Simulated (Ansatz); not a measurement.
**One shape, several levels: singlet BH2O+**

Aim: a comparison of 4 runs (BLYP/STO-3G, PBE0/STO-3G, revPBE/STO-3G, CCSDT(Q)/STO-3G) of singlet BH2O+. 

The results are computed with Ansatz 0.2.0.

58 further runs of the same task are left out: 58 set aside as unsound or not needed.

### 1 The molecule

The species is BH2O+ (4 atoms), meant as a singlet with charge +1. SMILES of the parent species: `[BH]O`. Geometry: relaxed at PBE0-D4/def2-TZVP. That shape belongs to the parent species and isn't relaxed for this state.

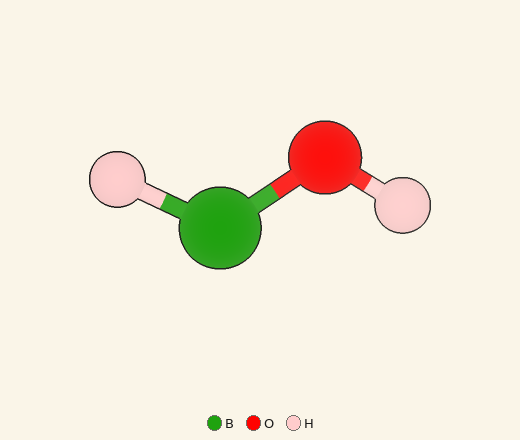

The structure, seen from a chosen angle (boron green, oxygen red, hydrogen pink).

### 2 The energy at BLYP/STO-3G (run 1)

File job.yaml:

```yaml
crystal:
  periodic: [false, false, false]
  atoms:
    - {symbol: B, position_ang: [-0.006100, -0.485500, 0.388300]}
    - {symbol: O, position_ang: [0.119700, 0.544500, -0.448600]}
    - {symbol: H, position_ang: [-1.064200, -1.032400, 0.540300]}
    - {symbol: H, position_ang: [1.006100, 0.913200, -0.500300]}
basis:
  gaussian: {orbitals: STO-3G}
total_charge: 1
magnetization: {spin_polarized: false}
hamiltonian: {xc: {name: BLYP}}
accuracy: high
```

Launch:

```sh
$ ansatz run job.yaml --threads 1 --pin off --max-ram 2610MiB --events-out events.jsonl --progress --plain --runs-dir runs
```

The log of the run:

```text
Warning: RAYON_NUM_THREADS=1 ignored (pool sized by the plan → 1); use --threads N
Functional definition: BLYP
  name "BLYP"
  parameter beta = 0.0042
  parameter a = 0.04918
  parameter b = 0.132
  parameter c = 0.2533
  parameter d = 0.349
  exchange = b88_x(beta = beta)
  correlation = lyp_c(a = a, b = b, c = c, d = d)
187 factors; integrals over basis functions are off by at most 2.2e-8 eV
mean field evaluation 1: about -2702.6558 eV, gradient 4.4e1 eV
mean field evaluation 2: about -2598.8788 eV, gradient 1.8e2 eV
mean field evaluation 4: about -2709.7019 eV, gradient 1.8e0 eV
mean field evaluation 8: about -2709.6657 eV, gradient 1.8e-1 eV
mean field evaluation 16: about -2709.6657 eV, gradient 2.1e-6 eV
mean field -2709.66574393 eV, -99.5783794119 hartree, gradient 9.4e-9 eV, S^2 0.000000; 0 other end points of the search recorded, 0 dependent functions left out
reference -2709.66577550 eV, -99.5783805723 hartree; 7, 7 occupied and 5, 5 virtual orbitals, 187 factors
Total energy: -2709.66577550 eV, -99.5783805723 hartree
```

It took 0.46 s on 1 thread of Arm Neoverse V2, shared host.

### 3 The energy at PBE0/STO-3G (run 2)

File input.yaml:

```yaml
crystal:
  periodic: [false, false, false]
  atoms:
    - {symbol: B, position_ang: [-0.006100, -0.485500, 0.388300]}
    - {symbol: O, position_ang: [0.119700, 0.544500, -0.448600]}
    - {symbol: H, position_ang: [-1.064200, -1.032400, 0.540300]}
    - {symbol: H, position_ang: [1.006100, 0.913200, -0.500300]}
basis:
  gaussian:
    orbitals: STO-3G
total_charge: 1
hamiltonian:
  xc: pbe0
accuracy: high
```

Launch:

```sh
$ ansatz run input.yaml --threads 1 --pin off --max-ram 2610MiB --events-out events.jsonl --progress --plain --runs-dir runs
```

The log of the run:

```text
Warning: RAYON_NUM_THREADS=1 ignored (pool sized by the plan → 1); use --threads N
Functional definition: PBE0
  name "PBE0"
  parameter a = 0.25
  parameter kappa = 0.804
  parameter beta = 0.06672455060314922
  exchange = (1 - a)*pbe_x(kappa = kappa, mu = beta*pi^2/3) + a*exact_x
  correlation = pbe_c(beta = beta)
187 factors; integrals over basis functions are off by at most 2.2e-8 eV
mean field evaluation 1: about -2701.5810 eV, gradient 4.1e1 eV
mean field evaluation 2: about -2642.5646 eV, gradient 1.6e2 eV
mean field evaluation 4: about -2707.6089 eV, gradient 2.0e0 eV
mean field evaluation 8: about -2707.5914 eV, gradient 4.3e-2 eV
mean field evaluation 16: about -2707.5914 eV, gradient 2.7e-7 eV
mean field -2707.59143654 eV, -99.5021500214 hartree, gradient 2.1e-8 eV, S^2 0.000000; 0 other end points of the search recorded, 0 dependent functions left out
reference -2707.59143775 eV, -99.5021500660 hartree; 7, 7 occupied and 5, 5 virtual orbitals, 187 factors
Total energy: -2707.59143775 eV, -99.5021500660 hartree
```

It took 0.44 s on 1 thread of Arm Neoverse V2, shared host.

### 4 A single-point energy at revPBE/STO-3G (run 3)

File molecule.yaml:

```yaml
crystal:
  periodic: [false, false, false]
  atoms:
    - {symbol: B, position_ang: [-0.006100, -0.485500, 0.388300]}
    - {symbol: O, position_ang: [0.119700, 0.544500, -0.448600]}
    - {symbol: H, position_ang: [-1.064200, -1.032400, 0.540300]}
    - {symbol: H, position_ang: [1.006100, 0.913200, -0.500300]}
basis:
  gaussian:
    orbitals: STO-3G
total_charge: 1
hamiltonian:
  xc: {name: revPBE}
accuracy: high
```

Launch:

```sh
$ ansatz run molecule.yaml --threads 1 --pin off --max-ram 2610MiB --events-out events.jsonl --progress --plain --runs-dir runs
```

The log of the run:

```text
Warning: RAYON_NUM_THREADS=1 ignored (pool sized by the plan → 1); use --threads N
Functional definition: revPBE
  name "revPBE"
  parameter kappa = 1.245
  parameter beta = 0.06672455060314922
  exchange = pbe_x(kappa = kappa, mu = beta*pi^2/3)
  correlation = pbe_c(beta = beta)
187 factors; integrals over basis functions are off by at most 2.2e-8 eV
mean field evaluation 1: about -2703.3118 eV, gradient 4.4e1 eV
mean field evaluation 2: about -2602.9141 eV, gradient 1.7e2 eV
mean field evaluation 4: about -2710.1137 eV, gradient 2.2e0 eV
mean field evaluation 8: about -2710.0843 eV, gradient 2.3e-1 eV
mean field evaluation 16: about -2710.0845 eV, gradient 3.3e-6 eV
mean field -2710.08451057 eV, -99.5937688023 hartree, gradient 2.0e-8 eV, S^2 0.000000; 0 other end points of the search recorded, 0 dependent functions left out
reference -2710.08451259 eV, -99.5937688765 hartree; 7, 7 occupied and 5, 5 virtual orbitals, 187 factors
Total energy: -2710.08451259 eV, -99.5937688765 hartree
```

It took 0.46 s on 1 thread of Arm Neoverse V2, shared host.

### 5 The energy at CCSDT(Q)/STO-3G (run 4)

Edit job.yaml of step 2 so:

```diff
@@ -8,6 +8,10 @@
 basis:
-  gaussian: {orbitals: STO-3G}
+  gaussian:
+    orbitals: STO-3G
 total_charge: 1
-magnetization: {spin_polarized: false}
-hamiltonian: {xc: {name: BLYP}}
+correlation:
+  method: ccsdt_q
+  frozen_orbitals: {B: 1, H: 0, O: 1}
 accuracy: high
+scf:
+  omitted_lower_state_checks: [cluster_reference, increment]
```

Launch:

```sh
$ ansatz run job.yaml --threads 1 --pin off --max-ram 2610MiB --events-out events.jsonl --progress --plain --runs-dir runs
```

The log of the run, cut to the lines that bear on the results:

```text
Warning: RAYON_NUM_THREADS=1 ignored (pool sized by the plan → 1); use --threads N
Functional definition: HF
  name "HF"
[...]
187 factors; integrals over basis functions are off by at most 2.2e-8 eV
[...]
mean field -2696.55917442 eV, -99.0967218663 hartree, gradient 1.3e-8 eV, S^2 0.000000; 0 other end points of the search recorded, 0 dependent functions left out
2 core orbitals not correlated: weight in the atoms' cores, before any rotation towards them, 1.000 or more for the frozen orbitals, at most 0.000 for the correlated occupied ones
reference -2696.55917442 eV, -99.0967218663 hartree; 5, 5 occupied and 5, 5 virtual orbitals, 187 factors
second order -2.85049982 eV of doubles, -0.00000000 eV of singles
cycle   1  -2.86354210 eV  change   -1.3e-2 eV  update   1.5e-1
[...]
cycle  24  -3.57154239 eV  change   -1.1e-9 eV  update  9.9e-10
perturbative correction 0.01046369 eV, 0.0003845333 hartree
Total energy: -2700.12025312 eV, -99.2275890950 hartree
Checks for a lower state left out: cluster_reference, increment
```

Run time: 0.12 s. Hardware: 1 thread of Arm Neoverse V2, shared host.

### 6 Overview of the runs

| run | level | frozen core orbitals | energy (Eh) | wall time |
| --- | --- | --- | --- | --- |
| 1 | BLYP/STO-3G | – | -99.578381 | 0.46 s |
| 2 | PBE0/STO-3G | – | -99.502150 | 0.44 s |
| 3 | revPBE/STO-3G | – | -99.593769 | 0.46 s |
| 4 | CCSDT(Q)/STO-3G | 2 | -99.227589 | 0.12 s |

### 7 Results

| quantity | value |
| --- | --- |
| run 4: total energy | -99.22759 Eh |
| run 4: correlation energy (2 core orbitals frozen) | -130.9 mEh |
| run 4: T1 diagnostic | 0.033 |

In words: Totals of different functionals can't be ranked against each other. In runs 1, 2, 3, 4 the basis is minimal, so the values are rough. All runs together took 1.5 s, the longest 0.46 s.
